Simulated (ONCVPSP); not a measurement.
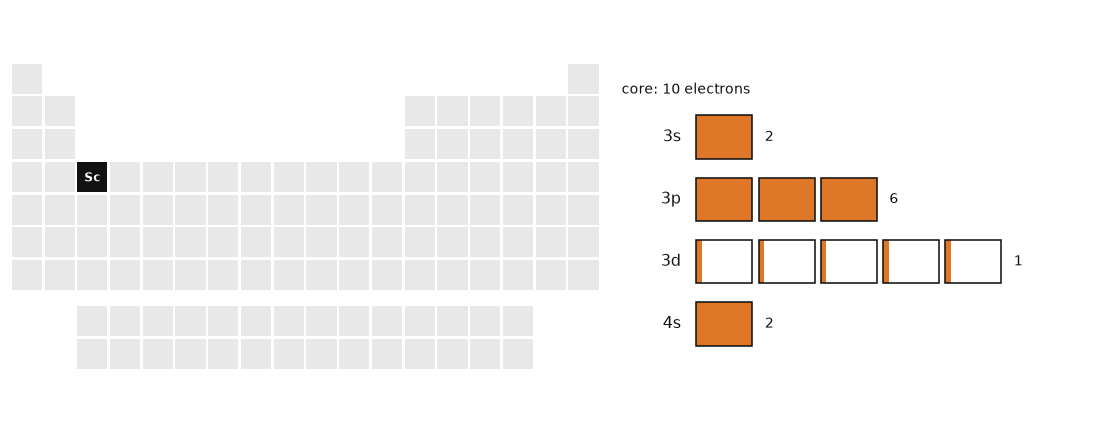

Figure 1. Left, the place of scandium in the periodic table; right, the valence shells of the reference configuration: a box for each of the 2l + 1 orbitals, shaded by the share of the shell that is filled, with the electron count at the right.

# Run report: Sc, pseudopotential generation

Scandium (Sc, Z = 21), core [Ne], reference valence 3s2 3p6 3d1 4s2, valence charge 11. Computed at this level: ONCV potential, PBE, scalar-relativistic, made with ONCVPSP 4.0.1.

Input file:
```
# ATOM AND REFERENCE CONFIGURATION
# atsym  z   nc   nv     iexc    psfile
  Sc 21.00    3    4        4      upf
#
#   n    l    f
    1    0    2.00
    2    0    2.00
    2    1    6.00
    3    0    2.00
    3    1    6.00
    3    2    1.00
    4    0    2.00
#
# PSEUDOPOTENTIAL AND OPTIMIZATION
# lmax
    2
#
#   l,   rc,      ep,       ncon, nbas, qcut
    0    2.10    0.00    4    7    6.10
    1    1.80    0.00    4    9    8.40
    2    1.55    0.00    5   10   11.10
#
# LOCAL POTENTIAL
# lloc, lpopt,  rc(5),   dvloc0
    4    5    1.20    3.00
#
# VANDERBILT-KLEINMAN-BYLANDER PROJECTORs
# l, nproj, debl
    0    2    0.80
    1    1    1.60
    2    1    2.40
#
# MODEL CORE CHARGE
# icmod, fcfact, rcfact
    1    0.25    0.00
#
# LOG DERIVATIVE ANALYSIS
# epsh1, epsh2, depsh
   -4.00    5.00    0.02
#
# OUTPUT GRID
# rlmax, drl
    6.00    0.01
#
# TEST CONFIGURATIONS
# ncnf
    4
# nvcnf
#   n    l    f
    4
    3    0    2.00
    3    1    6.00
    3    2    1.00
    4    0    1.00
#
    4
    3    0    2.00
    3    1    6.00
    3    2    1.00
    4    0    0.00
#
    4
    3    0    2.00
    3    1    6.00
    3    2    0.00
    4    0    0.00
#
    4
    3    0    2.00
    3    1    6.00
    3    2    2.00
    4    0    0.00
#
```

Run as:
```bash
oncvpsp.x < Sc.dat > Sc.out
```

Log (extracts):
```
ONCVPSP  (Optimized Norm-Conservinng Vanderbilt PSeudopotential)
scalar-relativistic version 4.0.1

#   n    l    f        energy (Ha)
    1    0    2.00    -1.6159673E+02
    2    0    2.00    -1.7431266E+01
    2    1    6.00    -1.4268282E+01
    3    0    2.00    -2.0226482E+00
    3    1    6.00    -1.2356802E+00
    3    2    1.00    -1.1882432E-01
    4    0    2.00    -1.5372740E-01

Reference configufation results
  iterations    25
  all-electron total energy (Ha)   -7.64056381D+02

Begin loop to  construct optimized pseudo wave functions
and semi-local pseudopoentials for all angular momenta

Calculating optimized projector #   1

 for l=   0

    Fraction of norm inside rc  0.981208
    Optimizing pswf for qcut=   6.11 a_B^-1,  ecut=  18.66 Ha
    Residual kinetic energy error=  1.20D-07 Ha

    Energy error per electron        Cutoff
         Ha          eV             Ha
         0.01000     0.27211        4.91
         0.00100     0.02721        6.56
         0.00010     0.00272        9.05
         0.00001     0.00027       14.08

Calculating optimized projector #   2

 for l=   0

    Fraction of norm inside rc  0.086789
    Optimizing pswf for qcut=   6.11 a_B^-1,  ecut=  18.66 Ha
    Residual kinetic energy error=  7.37D-07 Ha

    Energy error per electron        Cutoff
         Ha          eV             Ha
         0.01000     0.27211        3.57
         0.00100     0.02721        5.48
         0.00010     0.00272       12.15
         0.00001     0.00027       15.66

Calculating optimized projector #   1

 for l=   1

    Fraction of norm inside rc  0.899860
    Optimizing pswf for qcut=   8.39 a_B^-1,  ecut=  35.21 Ha
    Residual kinetic energy error=  4.80D-09 Ha

    Energy error per electron        Cutoff
         Ha          eV             Ha
         0.01000     0.27211       13.44
         0.00100     0.02721       18.09
         0.00010     0.00272       22.05
         0.00001     0.00027       25.79

Calculating optimized projector #   1

 for l=   2

    Fraction of norm inside rc  0.488471
    Optimizing pswf for qcut=  11.09 a_B^-1,  ecut=  61.55 Ha
    Residual kinetic energy error=  3.43D-07 Ha

    Energy error per electron        Cutoff
         Ha          eV             Ha
         0.01000     0.27211       32.10
         0.00100     0.02721       41.07
         0.00010     0.00272       48.03
         0.00001     0.00027       53.78

Construct Vanderbilt / Kleinmman-Bylander projectors

B matrix Hermiticity error, ll=   0
   1   2    1.0171E-04

  Orthonormal projector coefficients  3.7086E+00  6.8015E-01

Model core correction analysis
  based on d2Exc/dn_idn_j

d2excae - all-electron derivatives

   -4.130002D-02   -3.744220D-02   -2.187684D-02   -1.874218D-03
   -3.747673D-02   -3.522332D-02   -2.168604D-02   -1.777579D-03
   -2.213317D-02   -2.201354D-02   -1.629000D-02   -1.462563D-03
   -2.192874D-03   -2.273543D-03   -2.126189D-03   -4.118583D-04

d2excps - pseudofunction derivatives with no core correction

   -4.898249D-02   -3.858665D-02   -2.315007D-02   -2.594962D-03
   -3.862100D-02   -3.711820D-02   -2.374857D-02   -1.829236D-03
   -2.340587D-02   -2.407614D-02   -1.739896D-02   -1.512908D-03
   -2.914444D-03   -2.325216D-03   -2.176545D-03   -4.663500D-04

rms 2nd derivative error    2.225740E-03

Polynomial model core charge

d2excps - pseudofunction derivatives with core correction

   -3.783639D-02   -3.552246D-02   -2.201730D-02   -1.734487D-03
   -3.555640D-02   -3.612875D-02   -2.339911D-02   -1.576560D-03
   -2.227328D-02   -2.372667D-02   -1.728239D-02   -1.414723D-03
   -2.053040D-03   -2.072511D-03   -2.078348D-03   -4.011907D-04

rms 2nd derivative error    1.304028E-03

Pseudoatom total energy  -47.145360

Diagnostic tests using Vanderbilt-Kleinman-Bylander pseudopotentials
  1 or more projectors used as specified by nproj input data

   l    rcore       rmatch      e in        delta e   norm test  slope test

   0   2.1052613   2.1691816  -2.0226482   0.0000011   1.0001038   1.0000899
   0   2.1052613   2.1691816  -0.1537274   0.0000007   1.0000136   1.0000104

   1   1.8020154   1.8567285  -1.2356802  -0.0000016   0.9999966   1.0000015

   2   1.5517044   1.5988175  -0.1188243   0.0000019   1.0000031   1.0000014

 Testing for bound ghosts
   n   l    E NL Schr. Eq   E Basis Diag.   E Cutoff

   1   0       -2.022647       -2.022619     43.09
   2   0       -0.153727       -0.127206     43.09

   2   1       -1.235682       -1.235668     93.53

   3   2       -0.118822       -0.102395    183.80

 Testing for highly-localized positive-energy ghosts
       l    <radius>/rc     E Basis Diag.   E Cutoff

Test configuration 0

   n   l     f        eae           eps        diff
   1   0  2.0000 -161.59672778
   2   0  2.0000  -17.43126625
   2   1  6.0000  -14.26828191
   3   0  2.0000   -2.02264824   -2.02264713    1.10D-06
   3   1  6.0000   -1.23568018   -1.23568181   -1.63D-06
   3   2  1.0000   -0.11882432   -0.11882246    1.86D-06
   4   0  2.0000   -0.15372740   -0.15372667    7.31D-07

    Total energies and differences
      AE_ref= -7.64056381D+02  AE_tst= -7.64056381D+02  dif=  0.00D+00
      PS_ref= -4.71453595D+01  PS_tst= -4.71453595D+01  dif=  9.66D-13
      PSP excitation error= -9.66D-13

Test configuration 1

   n   l     f        eae           eps        diff
   1   0  2.0000 -161.85843306
   2   0  2.0000  -17.68871219
   2   1  6.0000  -14.52609926
   3   0  2.0000   -2.27982166   -2.28035461   -5.33D-04
   3   1  6.0000   -1.49277546   -1.49295145   -1.76D-04
   3   2  1.0000   -0.36630113   -0.36637334   -7.22D-05
   4   0  1.0000   -0.35748841   -0.35751540   -2.70D-05

    Total energies and differences
      AE_ref= -7.64056381D+02  AE_tst= -7.63802925D+02  dif=  2.53D-01
      PS_ref= -4.71453595D+01  PS_tst= -4.68918784D+01  dif=  2.53D-01
      PSP excitation error= -2.48D-05

Test configuration 2

   n   l     f        eae           eps        diff
   1   0  2.0000 -162.17493495
   2   0  2.0000  -17.99960394
   2   1  6.0000  -14.83746569
   3   0  2.0000   -2.58722222   -2.58888338   -1.66D-03
   3   1  6.0000   -1.79893168   -1.79946279   -5.31D-04
   3   2  1.0000   -0.65823575   -0.65846967   -2.34D-04

    Total energies and differences
      AE_ref= -7.64056381D+02  AE_tst= -7.63333718D+02  dif=  7.23D-01
      PS_ref= -4.71453595D+01  PS_tst= -4.64225694D+01  dif=  7.23D-01
      PSP excitation error= -1.27D-04

Test configuration 3

psatom: WARNING lschvkbb convergence error n,l,iter=   3   2   4
ea(ii),et,emin,emax -1.295066E-01 -1.424573E-01 -1.424573E-01 -1.424573E-01
run_config: WARNING for fully non-local PS atom, stg. 1
 WARNING no output for configuration 4

Test configuration 4

   n   l     f        eae           eps        diff
   1   0  2.0000 -161.71102852
   2   0  2.0000  -17.51587007
   2   1  6.0000  -14.35561069
   3   0  2.0000   -2.12696391   -2.12715899   -1.95D-04
   3   1  6.0000   -1.34738351   -1.34755106   -1.68D-04
   3   2  2.0000   -0.25541683   -0.25553720   -1.20D-04

    Total energies and differences
      AE_ref= -7.64056381D+02  AE_tst= -7.63777896D+02  dif=  2.78D-01
      PS_ref= -4.71453595D+01  PS_tst= -4.68670151D+01  dif=  2.78D-01
      PSP excitation error=  1.40D-04
```

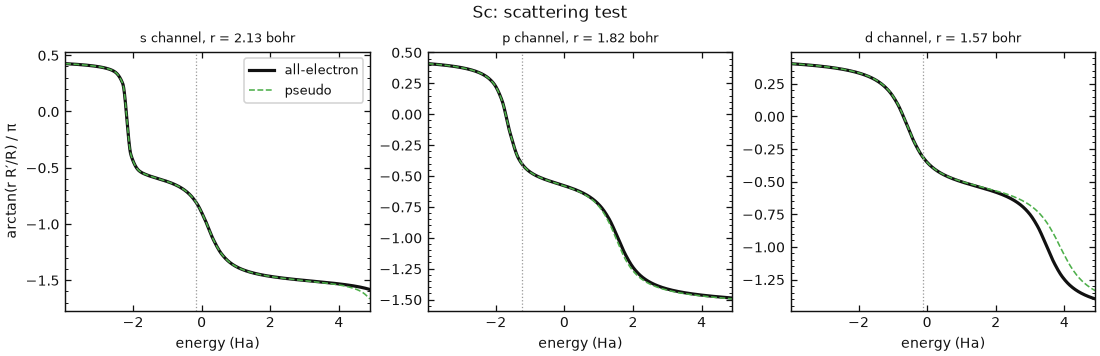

Figure 2. Unwrapped phase arctan(r R′/R) in units of π against energy, all-electron (solid) and pseudo (dashed); the pseudo phase is matched to the all-electron one at the reference energy. Here R(r) is the radial function. The dotted line marks the reference energy of the channel. Not drawn: f: not judged.

- Range over which the phases agree within 0.05 rad: s: up to about 4.3 Ha; p: up to about 1.0 Ha; d: up to about 2.2 Ha.
- Poles, where the radial function vanishes at the test radius: s: all-electron at -1.9 and 2.9 Ha, pseudo at -1.9 and 2.9 Ha; p: all-electron at -0.8 Ha, pseudo at -0.8 Ha; d: all-electron at 1.0 Ha, pseudo at 1.0 Ha.
- Ghost states: the plot shows none: the two phases stay within 0.68 rad of each other in all channels drawn. The separate test gives: no bound ghost flagged; no localised positive-energy state flagged.

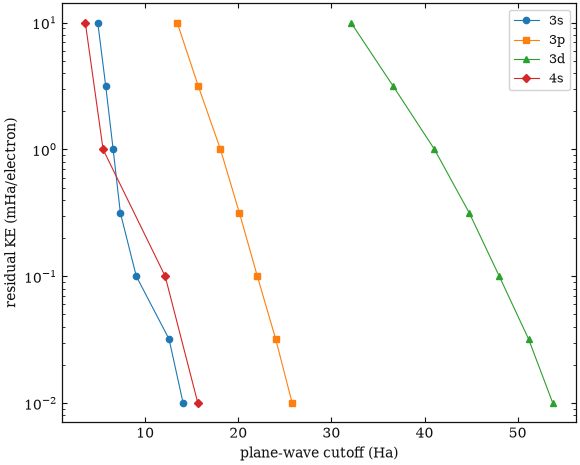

Figure 3. Residual kinetic energy of the pseudo-waves (the first of each channel, and further valence shells) beyond the plane-wave cutoff, as the generator prints it.

- Cutoffs for the occupied states: 41 Ha for 1 mHa and 48 Ha for 0.1 mHa per electron. The first is set by 3d.
- Hardest wave at 1 mHa per electron: 3d, with rc = 1.55 bohr and qcut = 11.1 1/bohr. The optimisation minimises, but can't always remove, the kinetic energy above qcut²/2 = 61.6 Ha, and a larger rc would as a rule soften the wave at some cost in transferability.
- Cutoffs for 1 mHa per electron: 3d: 41 Ha; 3p: 18 Ha; 3s: 6.6 Ha; 4s: 5.5 Ha.

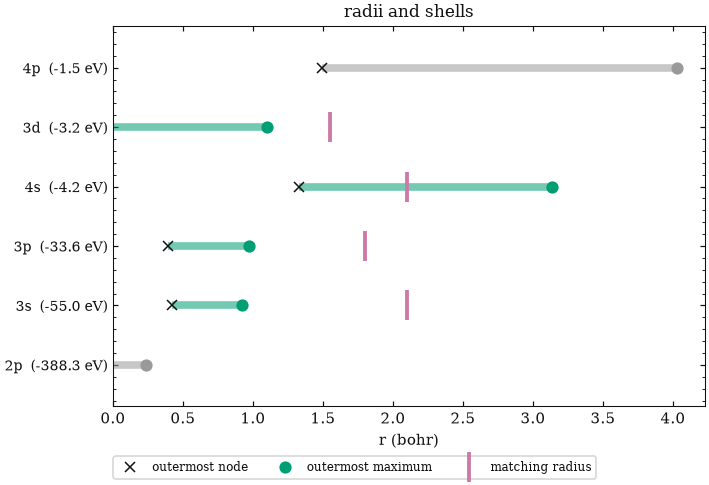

Figure 4. Outer shells of the all-electron reference atom: each bar runs from the outermost node (or the nucleus) to the outermost maximum of u(r); the tick is the radius chosen for the pseudo-wave. Shells without a tick have no pseudo-wave of their own. Levels, nodes and maxima are from ld1.x, scalar-relativistic.

- Radii against the shells: 3s: 2.10 bohr, outside the maximum; 3p: 1.80 bohr, outside the maximum; 4s: 2.10 bohr, between node and maximum; 3d: 1.55 bohr, outside the maximum.

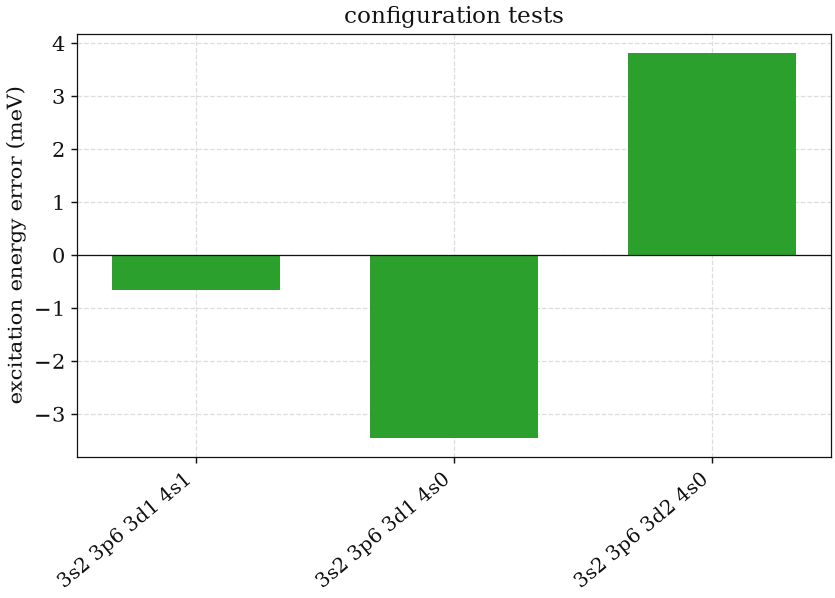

Figure 5. Errors, all-electron minus pseudo, of the energies of valence configurations relative to the unpolarised reference 3s2 3p6 3d1 4s2. Not all tests gave a result: 1 of 4 tests not solved.

- Worst configuration: 3s2 3p6 3d2 4s0 (charge +1): the error is +3.8 meV on an all-electron energy of +7.58 eV relative to the reference, or 0.05 %.
- Errors in meV: 3s2 3p6 3d1 4s1: -0.7; 3s2 3p6 3d1 4s0: -3.5; 3s2 3p6 3d2 4s0: +3.8.
- Configurations within 10 meV and within 50 meV: 3 and 3 of 3.

Results in brief:

- outcome: generated
- cutoffs needed: 41 Ha and 48 Ha (the cutoffs at which the residual kinetic energy of the hardest occupied pseudo-wave falls to 1 and 0.1 mHa per electron)
- ghost test: no bound ghost flagged; no localised positive-energy state flagged
- configuration tests: 1 of 4 tests not solved
- rms error of d²Exc/dni dnj: 2.23 mHa without and 1.30 mHa with the model core
- largest excitation error among the tests solved: +3.8 meV (all-electron minus pseudo) for 3s2 3p6 3d2 4s0
- range over which the phases arctan(r R′/R) at the test radius agree within 0.05 rad (a looser test near the poles than one of phase shifts): s: up to about 4.3 Ha; p: up to about 1.0 Ha; d: up to about 2.2 Ha; f: not judged, local potential alone
- hardware: 1 CPU thread, shared host
- wall time: 2.8 s

Notes:

Warnings of the program, in the generation or the tests: psatom: WARNING lschvkbb convergence error n,l,iter= 3 2 4.
